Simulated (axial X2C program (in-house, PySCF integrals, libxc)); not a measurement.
# PtN⁺: properties at the nuclei

Aim: properties at the nuclei of PtN⁺, with spin–orbit coupling in the Hamiltonian from the start.

Method: two-component X2C with atomic mean-field terms, Pt dyall-cv3z, N dyall-av3z; program: an in-house X2C program for linear molecules on PySCF integrals.

All values are calculated.

## (1) Set-up

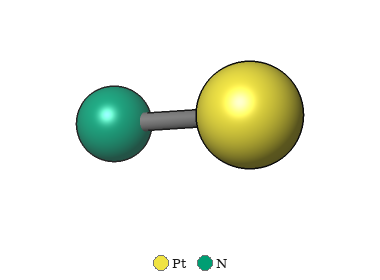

The two atoms at 1.720 Å (platinum yellow, nitrogen teal).

File task.json:

```json
{
 "zs": [
  78,
  7
 ],
 "q": 1,
 "bas": [
  "dyall-cv3z",
  "dyall-av3z"
 ],
 "r0": 1.72,
 "levels": [
  "PBE0",
  "HF",
  "LDA",
  "r2SCAN",
  "TPSSh"
 ],
 "nst": 3
}
```

Keys: zs atomic numbers; q charge; bas basis sets; r0 starting distance in Å; levels methods (HF also brings MP2); nst determinants followed.

Launch:

```console
python soeom.py task.json out
```

After this run come: Expectation values, lowest determinant; Expectation values, a higher determinant; Expectation values, a higher determinant.

Q: Predict the outcome of this session. Wanted: lowest determinant; qzz Pt; qzz N; higher determinant; Eeff magnitude; Ws magnitude Pt; A∥/gI Pt (for each run or level that gives them).

The runs gave:

| quantity | value |
| --- | --- |
| lowest determinant | Ω = 0 (closed shell) |
| qzz Pt (a.u.), PBE0 | 9.31 |
| qzz N (a.u.), PBE0 | -1.43 |
| higher determinant | Ω = 1 (excess of +ω over −ω: 2 × ω = 1/2) |
| Eeff magnitude (GV/cm), PBE0, higher determinant | 29.2 |
| Ws magnitude Pt (kHz), PBE0, higher determinant | 33.1 |
| A∥/gI Pt (MHz), PBE0, higher determinant | 13400 |
| qzz Pt (a.u.), PBE0, higher determinant | 7.84 |
| higher determinant | Ω = 2 (excess of +ω over −ω: ω = 1/2, ω = 3/2) |
| Eeff magnitude (GV/cm), PBE0, higher determinant | 55.9 |
| Ws magnitude Pt (kHz), PBE0, higher determinant | 28.2 |
| A∥/gI Pt (MHz), PBE0, higher determinant | 6180 |
| qzz Pt (a.u.), PBE0, higher determinant | 8.26 |

**Reading.** The expectation values come from single determinants, which for open shells can mix terms of unlike spin or miss the lowest Ω, so a determinant need not be a state. Eeff is the effective electric field on the electron dipole moment in this Ω state and Ws the scalar–pseudoscalar constant (defined with the proton number Z and per Ω); A∥ is the parallel hyperfine constant, which follows by multiplying with the nuclear g factor gI = μI/(I μN); qzz is the electric field gradient, eQq0 = 234.96 MHz × Q/barn × qzz. The operators were transformed with the bare-nucleus X2C matrices.
